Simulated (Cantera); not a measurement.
Input: 1 mol NF₃, 0.85 mol H₂, 0.0086 mol SO₂, equilibrated at 100 Torr.

These are equilibrium values from Cantera (NASA tables, ideal gas, pure condensed phases), not measurements of a reactor. Candidate condensed phases: H₂O, H₂SO₄, S; 62 gas species. The tables' values for SOF₂, SF₃ are old estimates; treat these amounts as uncertain. Kinetics and transport are ignored.

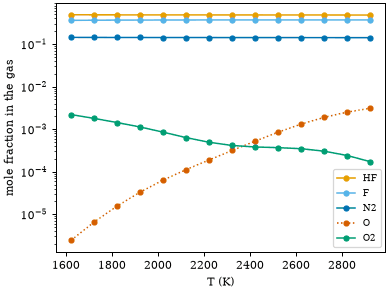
Figure. Equilibrium gas composition (values under 1e-9 drawn at 1e-9)

**Question.** Read off the mole fractions at 1923 K.

**Answer.** HF about 0.49, F about 0.37, N₂ about 0.14, O₂ about 0.0011, O about 3.3e-5.
